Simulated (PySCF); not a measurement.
## C3H11GeN: excited-state calculation

The run: excited-state calculation of C3H11GeN (GeH2Me(NHEt)). Method and program: TDDFT B3LYP/def2-SVPD, vertical, gas phase, core orbitals frozen in the response (PySCF 2.14.0).

The geometry comes from this level: PBE0-D3(BJ)/def2-SVP. It belongs to a series of runs on one base structure; here: one ligand: Cl to NHEt.

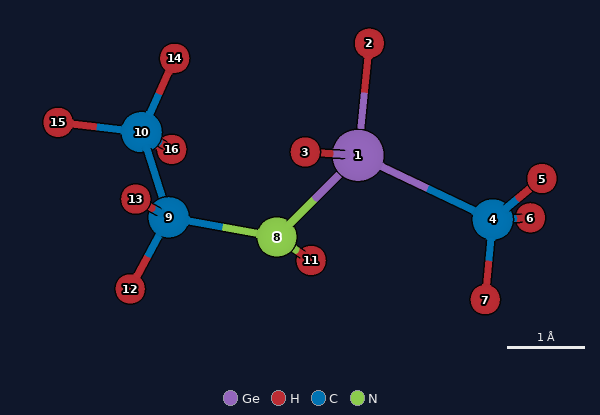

Fig. 1: The structure as given in the input (ball-and-stick view, seen at a tilt; atoms are numbered from 1 in the order of the input). Sticks mark near contacts. Bond lengths as drawn: C–C 1.52 Å, C–Ge 1.95 Å, C–H 1.10 to 1.11 Å, C–N 1.45 Å, Ge–H 1.54 to 1.55 Å, Ge–N 1.84 Å and H–N 1.02 Å.

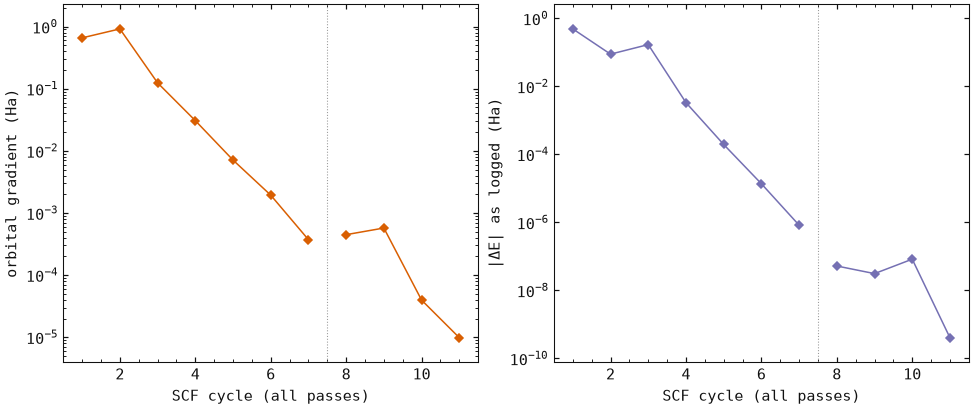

Fig. 2: Convergence of the self-consistent field: orbital gradient and size of the energy change against the SCF cycle. The dotted line marks the change from a coarse to the final integration grid. The first 7 cycles use a coarse grid, the final grid takes over at cycle 8, and the field converges after 11 cycles in all.

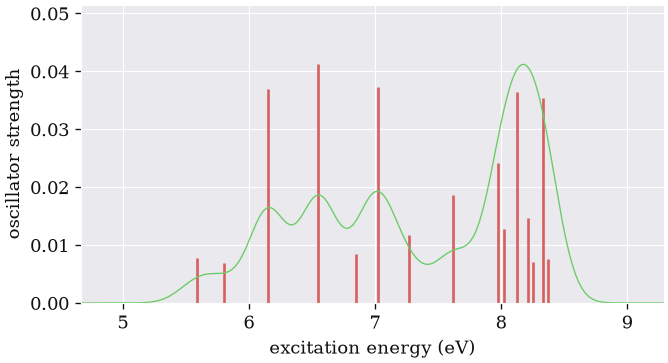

Fig. 3: Computed excitations as sticks (degenerate states added up, dark ones marked on the axis), with a Gaussian envelope of 0.35 eV full width at half maximum, scaled to the tallest. Of the 15 states the lowest lies at 5.59 eV (f = 0.008); the strongest line is at 6.55 eV, or 189 nm (f = 0.041).

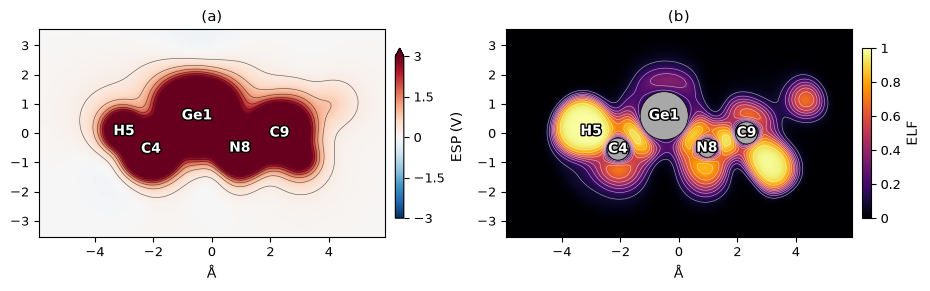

Fig. 4: (a) molecular electrostatic potential; (b) ELF on the plane of atoms C4, Ge1 and N8. Grey discs, where drawn, cover atomic cores. The plane passes through Ge, C, H and N nuclei. Ge–N (1.84 Å): the ELF peaks at about 0.90 in the valence shell of N, 0.6 Å from its nucleus, and is about 0.50 at the midpoint. C–Ge (1.95 Å): the ELF peaks at about 0.95 in the valence shell of C, 0.7 Å from its nucleus, and is about 0.70 at the midpoint. The potential has no marked negative region in this plane.

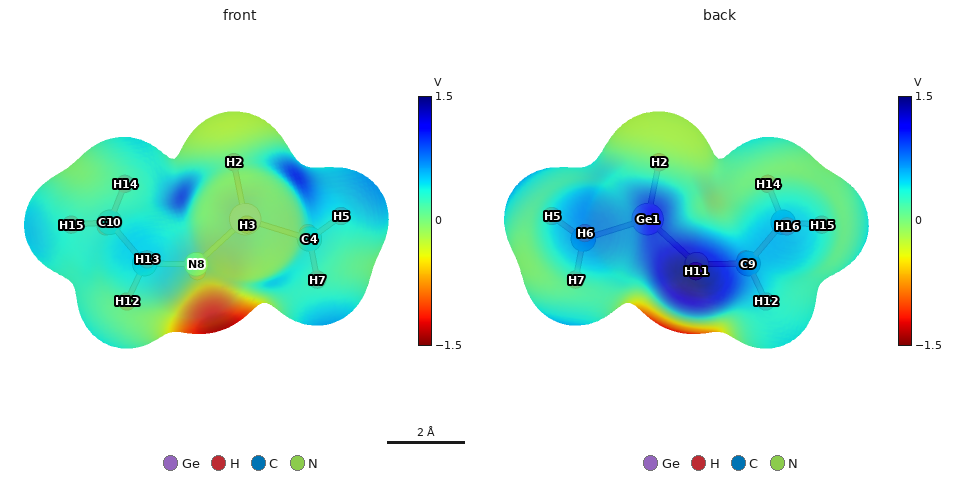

Fig. 5: The molecular electrostatic potential painted on the density surface at 0.002 e/bohr³, seen at a tilt and from behind; the colour scale runs from red (negative) to blue (positive).

These pictures come from the run below.

The input
```
{"job": {"kind": "uv", "xc": "B3LYP", "basis": "def2-SVPD", "ip": true, "nstates": 15}, "charge": 0, "multiplicity": 1}
Ge     0.564660     1.140956     0.290765
H      0.208972     1.119414     1.804269
H      2.094346     0.982267     0.165086
C     -0.065770     2.804586    -0.500366
H      0.433399     3.664042    -0.029922
H     -1.150497     2.919003    -0.357433
H      0.152301     2.814362    -1.577739
N     -0.167310    -0.236132    -0.680322
C      0.195557    -1.616687    -0.445911
C     -0.469392    -2.278011     0.755587
H     -1.157915    -0.124702    -0.878577
H     -0.026122    -2.208598    -1.353752
H      1.292182    -1.666928    -0.329616
H     -0.218768    -1.751530     1.690338
H     -0.153182    -3.328193     0.861534
H     -1.566839    -2.267808     0.652489
```

The first line tells a small driver script what to run in PySCF; the rest is the geometry in Å.

Launch command:
```bash
OMP_NUM_THREADS=1 python <driver script> task.json out
```

Output
```
coarse grid: 55272 points
cycle   1  E = -2252.2896018594  dE = -4.894e-01  |g| = 6.598e-01  |ddm| = 5.082e+00
cycle   2  E = -2252.2010603228  dE =  8.854e-02  |g| = 9.191e-01  |ddm| = 2.557e+00
cycle   3  E = -2252.3702884090  dE = -1.692e-01  |g| = 1.244e-01  |ddm| = 1.674e+00
cycle   4  E = -2252.3736155278  dE = -3.327e-03  |g| = 3.068e-02  |ddm| = 2.375e-01
cycle   5  E = -2252.3738111462  dE = -1.956e-04  |g| = 7.115e-03  |ddm| = 5.030e-02
cycle   6  E = -2252.3738248346  dE = -1.369e-05  |g| = 1.938e-03  |ddm| = 1.487e-02
cycle   7  E = -2252.3738256612  dE = -8.266e-07  |g| = 3.719e-04  |ddm| = 3.099e-03
final grid: 116752 points
cycle   8  E = -2252.3737630163  dE = -5.211e-08  |g| = 4.481e-04  |ddm| = 7.532e-03
cycle   9  E = -2252.3737629852  dE =  3.111e-08  |g| = 5.730e-04  |ddm| = 1.287e-03
cycle  10  E = -2252.3737630679  dE = -8.272e-08  |g| = 3.962e-05  |ddm| = 6.330e-04
cycle  11  E = -2252.3737630683  dE = -4.056e-10  |g| = 9.834e-06  |ddm| = 7.375e-05
converged SCF energy = -2252.3737630683

Static polarisability (au): isotropic 79.643, principal 70.992 73.758 94.178

Singlet excitations
state   eV       nm        f      main configurations
  1   5.5886    221.9   0.00780   H->L 0.70, H->L+1 0.25
  2   5.8001    213.8   0.00696   H->L+1 0.71, H->L 0.27
  3   6.1510    201.6   0.03686   H->L+2 0.95
  4   6.5510    189.3   0.04120   H->L+3 0.93
  5   6.8519    180.9   0.00849   H->L+4 0.96
  6   7.0220    176.6   0.03730   H->L+5 0.89
  7   7.2680    170.6   0.01180   H->L+6 0.92
  8   7.6205    162.7   0.01868   H->L+7 0.94
  9   7.9735    155.5   0.02423   H-1->L 0.92
 10   8.0261    154.5   0.01272   H->L+8 0.91
 11   8.1276    152.5   0.03645   H-1->L+1 0.79
 12   8.2101    151.0   0.01461   H->L+9 0.30, H->L+10 0.30, H->L+11 0.14
 13   8.2506    150.3   0.00714   H->L+9 0.51, H->L+10 0.39
 14   8.3302    148.8   0.03532   H-2->L 0.60, H-2->L+1 0.20
 15   8.3687    148.2   0.00753   H-2->L+1 0.41, H-2->L 0.24, H-3->L+1 0.09

Triplet excitations (Tamm-Dancoff, eV): 5.3466 5.6434 5.9161 6.4160
Vertical ionisation energy (delta-SCF) = 8.4370 eV
```

Results in brief

| quantity | value |
| --- | --- |
| outcome | converged |
| total energy | −2252.373763 hartree |
| HOMO | −6.25 eV |
| LUMO | 0.32 eV |
| dipole moment | 0.75 D |
| mean polarisability | 79.64 a.u. |
| vertical ionisation energy | 8.44 eV |
| lowest singlet excitation | 5.59 eV |
| hardware | 1 CPU thread, shared host |
| wall time | 2.4 min |
| peak memory | 1 GiB |

Remarks

Spin–orbit coupling is left out, which matters for the heavy atoms.
